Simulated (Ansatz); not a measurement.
# ClH6NSi2Zn: one species, many methods, part 2 of 2

Ansatz 0.2.0, Gaussian basis; functionals in def2-TZVPP, the program's frozen cores in correlated methods.

## (14) CAM-B3LYP-D4 (range-separated)

The input, in.yaml:

```yaml
crystal:
  periodic: [false, false, false]
  atoms:
    - {symbol: Si, position_ang: [-1.542841, 0.378179, -0.389714]}
    - {symbol: N, position_ang: [0.089749, 0.132458, 0.112768]}
    - {symbol: Si, position_ang: [1.022054, -1.261797, -0.293538]}
    - {symbol: Zn, position_ang: [0.878482, 1.425383, 1.127292]}
    - {symbol: Cl, position_ang: [1.780848, 2.904472, 2.287710]}
    - {symbol: H, position_ang: [-2.017849, 1.670619, 0.181758]}
    - {symbol: H, position_ang: [-2.436764, -0.712006, 0.089854]}
    - {symbol: H, position_ang: [-1.664511, 0.444697, -1.872534]}
    - {symbol: H, position_ang: [2.362231, -1.130072, 0.346147]}
    - {symbol: H, position_ang: [0.381754, -2.514204, 0.195414]}
    - {symbol: H, position_ang: [1.212246, -1.394529, -1.764657]}
basis:
  gaussian: {orbitals: def2-TZVPP}
hamiltonian: {xc: {name: CAM-B3LYP}, dispersion: d4}
output: {orbitals: {seedname: orbitals}}
```

On the command line:

```console
$ ansatz run in.yaml --threads 4 --pin off --events-out ev --progress --plain --max-ram 11315MiB
```

The program printed, cut to the lines that bear on the results:

```text
Functional definition: CAM-B3LYP
  name "CAM-B3LYP"
  cite "Yanai, Tew & Handy, Chem. Phys. Lett. 393, 51 (2004) doi:10.1016/j.cplett.2004.06.011"
  cite "Iikura, Tsuneda, Yanai & Hirao, J. Chem. Phys. 115, 3540 (2001) doi:10.1063/1.1383587"
  cite "Becke, Phys. Rev. A 38, 3098 (1988) doi:10.1103/PhysRevA.38.3098"
  cite "Lee, Yang & Parr, Phys. Rev. B 37, 785 (1988) doi:10.1103/PhysRevB.37.785"
  cite "Vosko, Wilk & Nusair, Can. J. Phys. 58, 1200 (1980) doi:10.1139/p80-159"
[...]
  # Exact exchange under (alpha + beta erf(omega r))/r, Becke's under what is left of 1/r.
[...]
1950 factors; their error is unknown
401 factors; integrals over basis functions are off by at most 1.4e-5 eV
[...]
mean field -78293.13296680 eV, -2877.2195675382 hartree, gradient 3.4e-5 eV, S^2 0.000000; 0 other end points of the search recorded, 0 dependent functions left out
reference -78293.13312347 eV, -2877.2195732959 hartree; 44, 44 occupied and 261, 261 virtual orbitals, 1950 factors
Total energy: -78293.41430081 eV, -2877.2299063725 hartree
```

Run time: 8 s. Hardware: 4 threads of Intel Xeon Platinum 8375C at 2.90GHz, shared host; peak memory 1.4 GiB.

With the free atoms at this level, -78260.040 eV in sum, the atomisation energy is 769.6 kcal/mol. HOMO -9.06 eV, LUMO -0.50 eV.

## (15) LC-ωPBE (range-separated)

Changes to in.yaml since step 14:

```diff
@@ -16,3 +16,3 @@
   gaussian: {orbitals: def2-TZVPP}
-hamiltonian: {xc: {name: CAM-B3LYP}, dispersion: d4}
+hamiltonian: {xc: {name: LC-wPBE}}
 output: {orbitals: {seedname: orbitals}}
```

Launched as before.

The program printed, cut to the lines that bear on the results:

```text
Functional definition: LC-wPBE
  name "LC-wPBE"
  cite "Vydrov & Scuseria, J. Chem. Phys. 125, 234109 (2006) doi:10.1063/1.2409292"
  cite "Heyd & Scuseria, J. Chem. Phys. 120, 7274 (2004) doi:10.1063/1.1668634"
  cite "Ernzerhof & Perdew, J. Chem. Phys. 109, 3313 (1998) doi:10.1063/1.476928"
  cite "Perdew, Burke & Ernzerhof, Phys. Rev. Lett. 77, 3865 (1996) doi:10.1103/PhysRevLett.77.3865"
  parent pbe
[...]
1878 factors; their error is unknown
501 factors; integrals over basis functions are off by at most 6.4e-5 eV
[...]
mean field -78274.52053354 eV, -2876.5355732322 hartree, gradient 2.9e-5 eV, S^2 0.000000; 0 other end points of the search recorded, 0 dependent functions left out
reference -78274.52053355 eV, -2876.5355732325 hartree; 44, 44 occupied and 261, 261 virtual orbitals, 1878 factors
Total energy: -78274.52053355 eV, -2876.5355732325 hartree
```

It took 4.9 s on 4 threads of Intel Xeon Platinum 8375C at 2.90GHz, shared host; peak memory 0.8 GiB.

Atomisation energy: 764.3 kcal/mol (free atoms -78241.379 eV, run apart). HOMO -10.41 eV, LUMO 0.76 eV.

## (16) ωB97X-V (range-separated)

Changes to in.yaml since step 15:

```diff
@@ -16,3 +16,3 @@
   gaussian: {orbitals: def2-TZVPP}
-hamiltonian: {xc: {name: LC-wPBE}}
+hamiltonian: {xc: {name: wB97X-V}}
 output: {orbitals: {seedname: orbitals}}
```

Launched as before.

The program printed, cut to the lines that bear on the results:

```text
Functional definition: wB97X-V
  name "wB97X-V"
  cite "Mardirossian & Head-Gordon, Phys. Chem. Chem. Phys. 16, 9904 (2014) doi:10.1039/C3CP54374A"
  cite "Becke, J. Chem. Phys. 107, 8554 (1997) doi:10.1063/1.475007"
  cite "Vydrov & Van Voorhis, J. Chem. Phys. 133, 244103 (2010) doi:10.1063/1.3521275"
[...]
      + integral(e_c_pw_opposite_spin*poly(b97_u_opposite, cos0, cos1)) + vv10(b, c)
1937 factors; their error is unknown
366 factors; integrals over basis functions are off by at most 2.0e-5 eV
[...]
mean field -78280.69900824 eV, -2876.7626279891 hartree, gradient 1.3e-5 eV, S^2 0.000000; 0 other end points of the search recorded, 0 dependent functions left out
reference -78280.69900554 eV, -2876.7626278902 hartree; 44, 44 occupied and 261, 261 virtual orbitals, 1937 factors
Total energy: -78280.69900554 eV, -2876.7626278902 hartree
```

Run time: 10 s. Hardware: 4 threads of Intel Xeon Platinum 8375C at 2.90GHz, shared host; peak memory 1.4 GiB.

With the free atoms at this level, -78246.955 eV in sum, the atomisation energy is 778.2 kcal/mol. HOMO -10.07 eV, LUMO 0.54 eV.

## (17) ωB97M-V (range-separated)

Changes to in.yaml since step 16:

```diff
@@ -16,3 +16,3 @@
   gaussian: {orbitals: def2-TZVPP}
-hamiltonian: {xc: {name: wB97X-V}}
-output: {orbitals: {seedname: orbitals}}
+hamiltonian: {xc: {name: wB97M-V}}
+output: {forces: true, orbitals: {seedname: orbitals}}
```

Launched as before.

The program printed, cut to the lines that bear on the results:

```text
Functional definition: wB97M-V
  name "wB97M-V"
  cite "Mardirossian & Head-Gordon, J. Chem. Phys. 144, 214110 (2016) doi:10.1063/1.4952647"
  cite "Becke, J. Chem. Phys. 107, 8554 (1997) doi:10.1063/1.475007"
  cite "Vydrov & Van Voorhis, J. Chem. Phys. 133, 244103 (2010) doi:10.1063/1.3521275"
  # Of w^i u^j: cxij and so on, Table III.
[...]
  gx(w, u) = 1 - cx + cx01*u + cx10*w
  gss(w, u) = css00 + css04*u^4 + css10*w + css20*w^2 + css43*w^4*u^3
  gos(w, u) = cos00 + cos10*w + (cos20 + cos21*u)*w^2 + (cos60 + cos61*u)*w^6
[...]
      + integral(e_c_pw_mod_opposite_spin*gos(b97_w_opposite, b97_u_opposite)) + vv10(b, c)
1937 factors; their error is unknown
366 factors; integrals over basis functions are off by at most 2.0e-5 eV
[...]
Atom 1 at     0.089749     0.132458     0.112768 Å, force    -0.015541    -0.025640    -0.021029 eV/Å
Atom 2 at     1.022054    -1.261797    -0.293538 Å, force     0.098969    -0.176571    -0.059337 eV/Å
Atom 3 at     0.878482     1.425383     1.127292 Å, force     0.019886     0.032671     0.026301 eV/Å
Atom 4 at     1.780848     2.904472     2.287710 Å, force     0.016426     0.027022     0.022308 eV/Å
Atom 5 at    -2.017849     1.670619     0.181758 Å, force     0.054862    -0.134694    -0.058068 eV/Å
Atom 6 at    -2.436764    -0.712006     0.089854 Å, force     0.103845     0.123367    -0.054955 eV/Å
Atom 7 at    -1.664511     0.444697    -1.872534 Å, force     0.015327    -0.010353     0.169222 eV/Å
Atom 8 at     2.362231    -1.130072     0.346147 Å, force    -0.141991    -0.008816    -0.065514 eV/Å
Atom 9 at     0.381754    -2.514204     0.195414 Å, force     0.071350     0.144111    -0.056138 eV/Å
Atom 10 at     1.212246    -1.394529    -1.764657 Å, force    -0.024784     0.015319     0.167719 eV/Å
Dipole moment:    -0.080856    -0.132433    -0.102573 e Å
```

It took 14 s on 4 threads of Intel Xeon Platinum 8375C at 2.90GHz, shared host; peak memory 1.6 GiB.

Atomisation energy: 770.5 kcal/mol (free atoms -78251.374 eV, run apart). HOMO -9.97 eV, LUMO 0.28 eV.

## (18) B2PLYP (double hybrid)

Changes to in.yaml since step 17:

```diff
@@ -16,3 +16,3 @@
   gaussian: {orbitals: def2-TZVPP}
-hamiltonian: {xc: {name: wB97M-V}}
-output: {forces: true, orbitals: {seedname: orbitals}}
+hamiltonian: {xc: {name: B2PLYP}}
+correlation: {frozen_orbitals: {Cl: 5, H: 0, "N": 1, Si: 5, Zn: 9}}
```

Same command.

The program printed, cut to the lines that bear on the results:

```text
Functional definition: B2PLYP
  name "B2PLYP"
  cite "Grimme, J. Chem. Phys. 124, 034108 (2006) doi:10.1063/1.2148954"
  cite "Becke, Phys. Rev. A 38, 3098 (1988) doi:10.1103/PhysRevA.38.3098"
  cite "Lee, Yang & Parr, Phys. Rev. B 37, 785 (1988) doi:10.1103/PhysRevB.37.785"
[...]
1825 factors; integrals over basis functions are off by at most 1.1e-3 eV
[...]
mean field -78260.91879052 eV, -2876.0357183956 hartree, gradient 3.3e-6 eV, S^2 0.000000; 0 other end points of the search recorded, 0 dependent functions left out
25 core orbitals not correlated: weight in the atoms' cores, before any rotation towards them, 1.000 or more for the frozen orbitals, at most 0.000 for the correlated occupied ones
reference -78260.91899387 eV, -2876.0357258685 hartree; 19, 19 occupied and 261, 261 virtual orbitals, 1825 factors
second order -37.70279988 eV of doubles, -0.00000000 eV of singles
Total energy: -78271.09874984 eV, -2876.4098250003 hartree
```

It took 7 s on 4 threads of Intel Xeon Platinum 8375C at 2.90GHz, shared host; peak memory 1 GiB.

With the free atoms at this level, -78238.363 eV in sum, the atomisation energy is 754.9 kcal/mol.

## (19) PBE-QIDH (double hybrid)

Changes to in.yaml since step 18:

```diff
@@ -16,3 +16,3 @@
   gaussian: {orbitals: def2-TZVPP}
-hamiltonian: {xc: {name: B2PLYP}}
+hamiltonian: {xc: {name: PBE-QIDH}}
 correlation: {frozen_orbitals: {Cl: 5, H: 0, "N": 1, Si: 5, Zn: 9}}
```

Same command.

The program printed, cut to the lines that bear on the results:

```text
Functional definition: PBE-QIDH
  name "PBE-QIDH"
  cite "Brémond, Sancho-García, Pérez-Jiménez & Adamo, J. Chem. Phys. 141, 031101 (2014) doi:10.1063/1.4890314"
  cite "Perdew, Burke & Ernzerhof, Phys. Rev. Lett. 77, 3865 (1996) doi:10.1103/PhysRevLett.77.3865"
[...]
1825 factors; integrals over basis functions are off by at most 1.1e-3 eV
[...]
mean field -78245.25488587 eV, -2875.4600805171 hartree, gradient 8.4e-6 eV, S^2 0.000000; 0 other end points of the search recorded, 0 dependent functions left out
25 core orbitals not correlated: weight in the atoms' cores, before any rotation towards them, 1.000 or more for the frozen orbitals, at most 0.000 for the correlated occupied ones
reference -78245.25490215 eV, -2875.4600811154 hartree; 19, 19 occupied and 261, 261 virtual orbitals, 1825 factors
second order -35.10305506 eV of doubles, -0.00000000 eV of singles
Total energy: -78256.95592050 eV, -2875.8900856086 hartree
```

Run time: 7.5 s. Hardware: 4 threads of Intel Xeon Platinum 8375C at 2.90GHz, shared host; peak memory 1 GiB.

Atomisation energy: 761.3 kcal/mol (free atoms -78223.942 eV, run apart).

## (20) Orbital energies across the functionals

Dipoles come from the runs that computed forces. Levels, from each run's orbital file:

```csv
functional,HOMO (eV),LUMO (eV),gap (eV),dipole (D)
LDA (SPW92),-6.57,-2.65,3.93,
PBE-D4,-6.45,-2.36,4.09,0.86
revPBE-D4,-6.40,-2.22,4.18,
BLYP-D4,-6.32,-2.26,4.06,
r2SCAN-D4,-6.73,-2.10,4.63,0.92
B97M-V,-6.87,-2.34,4.53,
PBE0-D4,-7.71,-1.46,6.25,
B3LYP-D4,-7.49,-1.72,5.77,0.92
r2SCANh-D4,-7.20,-1.78,5.42,
r2SCAN0-D4,-7.91,-1.32,6.60,
HSE06-D4,-7.31,-1.83,5.48,
BHLYP-D4,-8.89,-0.61,8.29,
CAM-B3LYP-D4,-9.06,-0.50,8.56,
LC-ωPBE,-10.41,0.76,11.16,
ωB97X-V,-10.07,0.54,10.61,
ωB97M-V,-9.97,0.28,10.25,0.89
```

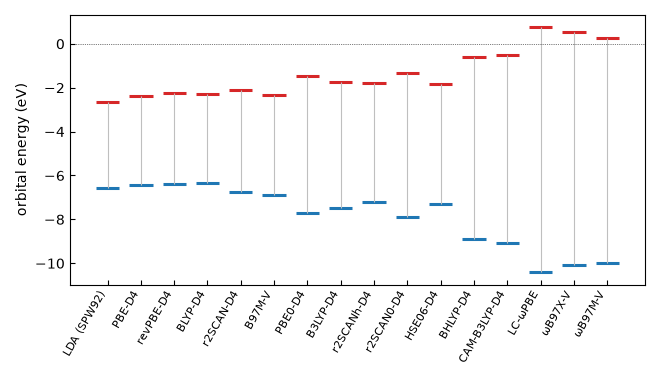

Highest occupied (blue) and lowest empty (red) level by functional.

## (21) CCSD(T) in def2-SVP

Changes to in.yaml since step 19:

```diff
@@ -15,4 +15,3 @@
 basis:
-  gaussian: {orbitals: def2-TZVPP}
-hamiltonian: {xc: {name: PBE-QIDH}}
-correlation: {frozen_orbitals: {Cl: 5, H: 0, "N": 1, Si: 5, Zn: 9}}
+  gaussian: {orbitals: def2-SVP}
+correlation: {method: ccsd_t, frozen_orbitals: {Cl: 5, H: 0, "N": 1, Si: 5, Zn: 9}}
```

Launched as before.

The program printed, cut to the lines that bear on the results:

```text
Functional definition: HF
  name "HF"
  cite "Fock, Z. Phys. 61, 126 (1930) doi:10.1007/BF01340294"
  parent pbe
[...]
1236 factors; integrals over basis functions are off by at most 1.1e-3 eV
[...]
mean field -78167.72106635 eV, -2872.6107652040 hartree, gradient 2.1e-6 eV, S^2 0.000000; 0 other end points of the search recorded, 0 dependent functions left out
25 core orbitals not correlated: weight in the atoms' cores, before any rotation towards them, 1.000 or more for the frozen orbitals, at most 0.000 for the correlated occupied ones
reference -78167.72106635 eV, -2872.6107652040 hartree; 19, 19 occupied and 85, 85 virtual orbitals, 1236 factors
second order -21.75836794 eV of doubles, -0.00000000 eV of singles
cycle   1  -21.92623980 eV  change   -1.7e-1 eV  update   1.2e-1
[...]
cycle   9  -22.73146237 eV  change   -3.5e-5 eV  update   2.4e-5
perturbative correction -0.59345489 eV, -0.0218090648 hartree
Total energy: -78191.04598360 eV, -2873.4679401028 hartree
```

Run time: 6.5 s. Hardware: 4 threads of Intel Xeon Platinum 8375C at 2.90GHz, shared host; peak memory 0.68 GiB.

## (22) CCSD(T) in def2-TZVPP

Changes to in.yaml since step 21:

```diff
@@ -15,3 +15,4 @@
 basis:
-  gaussian: {orbitals: def2-SVP}
+  gaussian: {orbitals: def2-TZVPP}
 correlation: {method: ccsd_t, frozen_orbitals: {Cl: 5, H: 0, "N": 1, Si: 5, Zn: 9}}
+output: {orbitals: {seedname: orbitals}}
```

The command is unchanged.

The program printed, cut to the lines that bear on the results:

```text
Functional definition: HF
  name "HF"
  cite "Fock, Z. Phys. 61, 126 (1930) doi:10.1007/BF01340294"
  parent pbe
[...]
1825 factors; integrals over basis functions are off by at most 1.1e-3 eV
[...]
mean field -78186.22694482 eV, -2873.2908436942 hartree, gradient 3.3e-6 eV, S^2 0.000000; 0 other end points of the search recorded, 0 dependent functions left out
25 core orbitals not correlated: weight in the atoms' cores, before any rotation towards them, 1.000 or more for the frozen orbitals, at most 0.000 for the correlated occupied ones
reference -78186.22694482 eV, -2873.2908436942 hartree; 19, 19 occupied and 261, 261 virtual orbitals, 1825 factors
second order -31.36242855 eV of doubles, -0.00000000 eV of singles
cycle   1  -30.52535773 eV  change    8.4e-1 eV  update   1.4e-1
[...]
cycle  10  -31.62756187 eV  change   -3.2e-5 eV  update   1.4e-5
perturbative correction -1.13656008 eV, -0.0417678126 hartree
Total energy: -78218.99106678 eV, -2874.4949029676 hartree
```

Run time: 3.4 min. Hardware: 4 threads of Intel Xeon Platinum 8375C at 2.90GHz, shared host; peak memory 9.8 GiB.

## (23) MP2 in def2-QZVPP

Changes to in.yaml since step 22:

```diff
@@ -15,4 +15,3 @@
 basis:
-  gaussian: {orbitals: def2-TZVPP}
-correlation: {method: ccsd_t, frozen_orbitals: {Cl: 5, H: 0, "N": 1, Si: 5, Zn: 9}}
-output: {orbitals: {seedname: orbitals}}
+  gaussian: {orbitals: "def2-QZVPP.json"}
+correlation: {method: mp2, frozen_orbitals: {Cl: 5, H: 0, "N": 1, Si: 5, Zn: 9}}
```

Same command.

The program printed:

```text
Functional definition: HF
  name "HF"
  cite "Fock, Z. Phys. 61, 126 (1930) doi:10.1007/BF01340294"
  parent pbe
  exchange = exact_x
  correlation = 0
3304 factors; integrals over basis functions are off by at most 1.0e-3 eV
mean field evaluation 1: about -78183.4942 eV, gradient 4.4e1 eV
mean field evaluation 2: about -78183.7650 eV, gradient 4.4e1 eV
mean field evaluation 4: about -78188.2387 eV, gradient 6.1e0 eV
mean field evaluation 8: about -78188.3288 eV, gradient 7.2e-1 eV
mean field -78188.33004855 eV, -2873.3681313307 hartree, gradient 2.9e-6 eV, S^2 0.000000; 0 other end points of the search recorded, 0 dependent functions left out
25 core orbitals not correlated: weight in the atoms' cores, before any rotation towards them, 1.000 or more for the frozen orbitals, at most 0.000 for the correlated occupied ones
reference -78188.33004855 eV, -2873.3681313307 hartree; 19, 19 occupied and 503, 503 virtual orbitals, 3304 factors
second order -33.78959940 eV of doubles, -0.00000000 eV of singles
Total energy: -78222.11964795 eV, -2874.6098762052 hartree
```

Wall time 25 s (4 threads of Intel Xeon Platinum 8375C at 2.90GHz, shared host); peak memory 4.1 GiB.

The pieces so far (eV):

```csv
basis,HF,MP2 correlation,CCSD correlation,(T),total
def2-SVP,-78167.7211,-21.7584,-22.7315,-0.5935,-78191.0460
def2-TZVPP,-78186.2269,-31.3624,-31.6276,-1.1366,-78218.9911
def2-QZVPP,-78188.3300,-33.7896,,,-78222.1196 (MP2)
```

The report of the def2-TZVPP run gives T1 = 0.0138.

## (24) From triple and quadruple zeta to the limit

No new run: Hartree-Fock is extrapolated as exp(−7.88√X) and correlation as X^−2.97, with X = 3 and 4; only MP2 was run in the larger set, so CCSD(T) minus MP2 is added from the smaller one.

```csv
level,energy at the limit (eV)
HF,-78188.6197
MP2,-78224.2072
CCSD,-78224.4724
CCSD(T),-78225.6089
```

## (25) RPA on PBE orbitals

Changes to in.yaml since step 23:

```diff
@@ -15,3 +15,4 @@
 basis:
-  gaussian: {orbitals: "def2-QZVPP.json"}
-correlation: {method: mp2, frozen_orbitals: {Cl: 5, H: 0, "N": 1, Si: 5, Zn: 9}}
+  gaussian: {orbitals: def2-TZVPP}
+hamiltonian: {xc: pbe}
+correlation: {method: rpa, frozen_orbitals: {Cl: 5, H: 0, "N": 1, Si: 5, Zn: 9}}
```

The command is unchanged.

The program printed, cut to the lines that bear on the results:

```text
Functional definition: PBE
  name "PBE"
  cite "Perdew, Burke & Ernzerhof, Phys. Rev. Lett. 77, 3865 (1996) doi:10.1103/PhysRevLett.77.3865"
  parent pbe
[...]
1825 factors; integrals over basis functions are off by at most 1.1e-3 eV
[...]
mean field -78267.13238770 eV, -2876.2640638802 hartree, gradient 4.5e-7 eV, S^2 0.000000; 0 other end points of the search recorded, 0 dependent functions left out
25 core orbitals not correlated: weight in the atoms' cores, before any rotation towards them, 1.000 or more for the frozen orbitals, at most 0.000 for the correlated occupied ones
reference -78183.56275681 eV, -2873.1929365907 hartree; 19, 19 occupied and 261, 261 virtual orbitals, 1825 factors
Total energy: -78231.75403362 eV, -2874.9639333482 hartree
```

It took 5.5 s on 4 threads of Intel Xeon Platinum 8375C at 2.90GHz, shared host; peak memory 0.87 GiB.

RPA correlation: -48.191 eV. No RPA run of the hydrogen atom was made, so RPA has no atomisation energy below.

## (26) All levels against the reference

Atomisation energy = energies of 2 Si, 1 N, 1 Zn, 1 Cl, 6 H (separate runs, same level) minus the molecule's; electronic only, no spin-orbit term.

Differences are taken before rounding.

```csv
method,rung,atomisation energy (kcal/mol),from CCSD(T)/CBS (kcal/mol),time
LDA (SPW92),LDA,855.0,+83.7,1.7 s
PBE-D4,GGA,760.4,-11.0,3 s
revPBE-D4,GGA,745.9,-25.5,2.8 s
BLYP-D4,GGA,752.9,-18.5,2.4 s
r2SCAN-D4,meta-GGA,768.5,-2.8,5 s
B97M-V,meta-GGA,768.5,-2.9,8.5 s
PBE0-D4,hybrid,758.0,-13.4,6.5 s
B3LYP-D4,hybrid,762.0,-9.4,11 s
r2SCANh-D4,hybrid,765.4,-6.0,8.5 s
r2SCAN0-D4,hybrid,761.1,-10.3,8.5 s
HSE06-D4,hybrid,758.4,-13.0,7 s
BHLYP-D4,hybrid,754.2,-17.1,7 s
CAM-B3LYP-D4,range-separated,769.6,-1.7,8 s
LC-ωPBE,range-separated,764.3,-7.1,4.9 s
ωB97X-V,range-separated,778.2,+6.8,10 s
ωB97M-V,range-separated,770.5,-0.9,14 s
B2PLYP,double hybrid,754.9,-16.5,7 s
PBE-QIDH,double hybrid,761.3,-10.0,7.5 s
HF/def2-TZVPP,wavefunction,567.0,-204.3,
MP2/def2-TZVPP,wavefunction,754.5,-16.8,
CCSD/def2-TZVPP,wavefunction,737.2,-34.2,
CCSD(T)/def2-SVP,wavefunction,707.8,-63.6,6.5 s
CCSD(T)/def2-TZVPP,wavefunction,746.7,-24.6,3.4 min
MP2/CBS,wavefunction,779.1,+7.8,
CCSD(T)/CBS,wavefunction,771.4,0,3.8 min
```

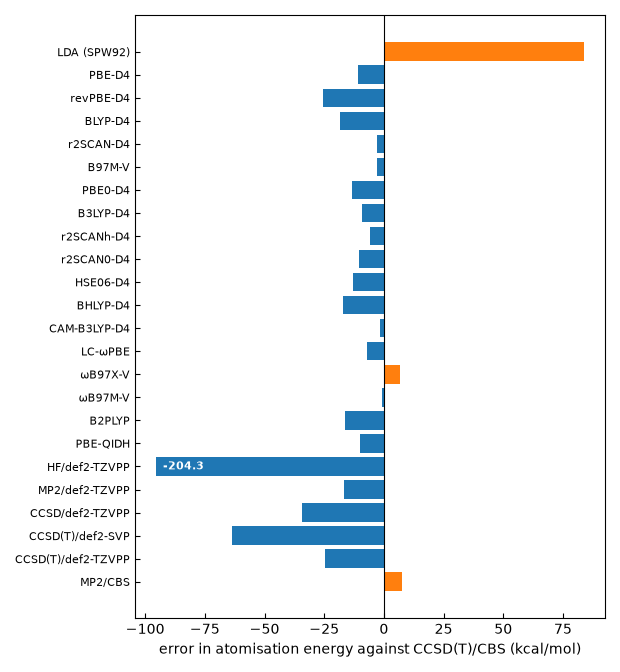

Deviations from CCSD(T)/CBS, method by method. Bars with a number in them are cut short.

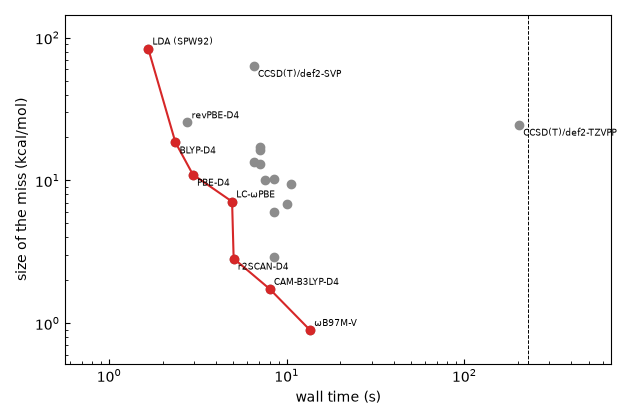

Accuracy for the time spent; red marks the levels that beat every quicker one drawn (of those quicker than the yardstick), and the dashed line is the time of CCSD(T)/CBS. Only those levels and the largest misses are named. Times are from a shared host.

LDA (SPW92), LC-ωPBE, B2PLYP, PBE-QIDH carry no dispersion term (for B3LYP, D4 adds 11.8 kcal/mol).

Times are those of the molecule's run; HF, MP2 and CCSD come out of the CCSD(T) runs, and the limit's time is the sum of the runs that it needs.

## (27) Outcome

What follows sums up all 2 parts.

| quantity | value |
| --- | --- |
| atomisation energy, CCSD(T)/CBS | 771.4 kcal/mol |
| functionals within 3.9 kcal/mol (0.5 %) | r2SCAN-D4, B97M-V, CAM-B3LYP-D4, ωB97M-V |
| farthest beyond LDA | revPBE-D4 (-25.5 kcal/mol) |
| mean size of error, GGA | 18.3 kcal/mol |
| mean size of error, meta-GGA | 2.9 kcal/mol |
| mean size of error, hybrid | 11.5 kcal/mol |
| mean size of error, range-separated | 4.1 kcal/mol |
| mean size of error, double hybrid | 13.3 kcal/mol |
| gap, smallest and largest | 3.93 eV (LDA (SPW92)), 11.16 eV (LC-ωPBE) |
| T1 diagnostic | 0.0138 |
| triples share of the correlation energy | 3.5 % |

What this shows: The LDA atomisation energy is off by 83.7 kcal/mol (11 %): it overbinds. PBE-D4 misses by -11.0 kcal/mol. Double hybrids carry the basis error of their MP2 part in triple zeta, and no dispersion term here, so their miss is partly the set-up's. Taken by rung, meta-GGA functionals do best (2.9 kcal/mol on average) and GGA ones worst beyond LDA (18.3 kcal/mol). The gap between the best rungs is small, so their order is not settled. The reference freezes the cores and leaves out relativity and excitations past (T), so misses under about 3.9 kcal/mol can't be ranked. Hartree-Fock recovers 74 % of the binding; the rest is correlation. CCSD(T) in def2-SVP is off by -63.6 kcal/mol, so the small basis spoils what the method gains. The gap grows from 3.9 to 11.2 eV across the functionals, mostly with the share of exact exchange. For Zn the d shell is correlated and the shells below it are frozen.

ωB97M-V reaches 0.9 kcal/mol from the reference in 14 s, where CCSD(T)/CBS took 3.8 min; the quickest level in the cost chart, LDA (SPW92), takes 1.7 s and misses by 83.7 kcal/mol.
